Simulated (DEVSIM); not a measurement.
Device: Ni/HfO2/SiO2/p-Si capacitor, at 300 K.

```tsv
layer (left to right)	material	thickness (nm)	Na (cm⁻³)
1	HfO2	18.0	-
2	SiO2	1.30	-
3	Si	1100	2.9e17
```

Metal gate on the left, work function 5.1 eV. Fixed charge at the semiconductor interface 1.9e10 cm⁻² (in units of +e); interface traps 1.9e12 cm⁻² eV⁻¹, uniform in energy, neutral level at 0.3 of the gap above the valence band.

This is a model device: material constants are rounded textbook-type values typed into the input, and sizes, dopings and lifetimes were drawn at random. Values at 300 K.

| parameter | HfO2 | SiO2 | Si |
|---|---|---|---|
| gap (eV) | 5.7 | 9 | 1.124 |
| affinity (eV) | 2.5 | 0.9 | 4.05 |
| permittivity | 22 | 3.9 | 11.7 |
| Nc (cm⁻³) | - | - | 2.86e19 |
| Nv (cm⁻³) | - | - | 3.1e19 |

Simulated with DEVSIM: 1D Poisson equation in equilibrium, Boltzmann statistics, complete ionisation; no quantum confinement or tunnelling. Metal contacts follow the ideal Schottky-Mott rule: no Fermi-level pinning, no interface dipoles.

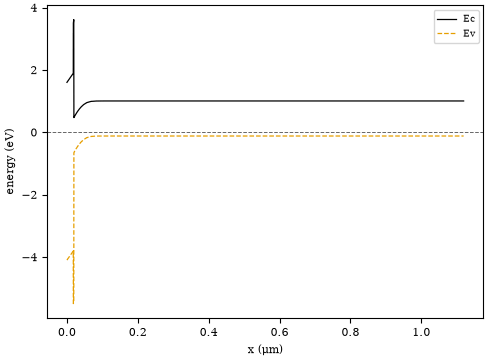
Band edges at 1.0 V on the gate

Energies count from the Fermi level of the right contact; mesh points crowd at the junctions.

| x (μm) | Ec (eV) | Ev (eV) | n (cm⁻³) | p (cm⁻³) | field (V/cm) |
|---|---|---|---|---|---|
| 0.000 | 1.600 | -4.100 | < 1e2 | < 1e2 | 160000 |
| 0.001375 | 1.622 | -4.078 | < 1e2 | < 1e2 | 160000 |
| 0.004163 | 1.668 | -4.032 | < 1e2 | < 1e2 | 160000 |
| 0.009591 | 1.757 | -3.943 | < 1e2 | < 1e2 | 160000 |
| 0.01554 | 1.854 | -3.846 | < 1e2 | < 1e2 | 160000 |
| 0.01747 | 1.885 | -3.815 | < 1e2 | < 1e2 | 160000 |
| 0.01838 | 3.530 | -5.470 | < 1e2 | < 1e2 | 920000 |
| 0.01927 | 3.612 | -5.388 | < 1e2 | < 1e2 | 740000 |
| 0.02067 | 0.492 | -0.632 | 1.5e11 | 7.6e8 | 210000 |
| 0.02384 | 0.556 | -0.568 | 1.3e10 | 8.9e9 | 190000 |
| 0.03098 | 0.683 | -0.441 | 9.4e7 | 1.2e12 | 160000 |
| 0.05604 | 0.950 | -0.174 | 3100 | 3.7e16 | 52000 |
| 0.1035 | 1.003 | -0.121 | 400 | 2.9e17 | 190 |
| 0.2104 | 1.003 | -0.121 | 400 | 2.9e17 | ≈ 0 |
| 0.5693 | 1.003 | -0.121 | 400 | 2.9e17 | ≈ 0 |
| 0.8757 | 1.003 | -0.121 | 400 | 2.9e17 | ≈ 0 |
| 1.008 | 1.003 | -0.121 | 400 | 2.9e17 | ≈ 0 |
| 1.071 | 1.003 | -0.121 | 400 | 2.9e17 | ≈ 0 |
| 1.104 | 1.003 | -0.121 | 400 | 2.9e17 | ≈ 0 |
| 1.113 | 1.003 | -0.121 | 400 | 2.9e17 | ≈ 0 |
| 1.117 | 1.003 | -0.121 | 400 | 2.9e17 | ≈ 0 |
| 1.119 | 1.003 | -0.121 | 400 | 2.9e17 | ≈ 0 |
